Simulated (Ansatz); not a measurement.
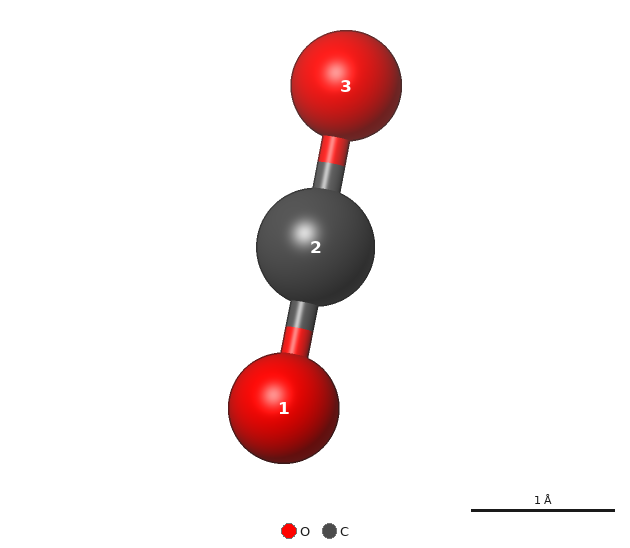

The picture comes from a calculation with Ansatz.

Orthographic view. Atoms fade into the background with distance from the viewer. Charge +1, doublet. Geometry: a fixed input geometry, not necessarily a minimum.

Write a Z-matrix (Å, degrees) in the order of the atom numbers, with these reference atoms: 2 to 1; 3 to 2, 1.

```
O  
C    1   1.157
O    2   1.158   1   179.5
```
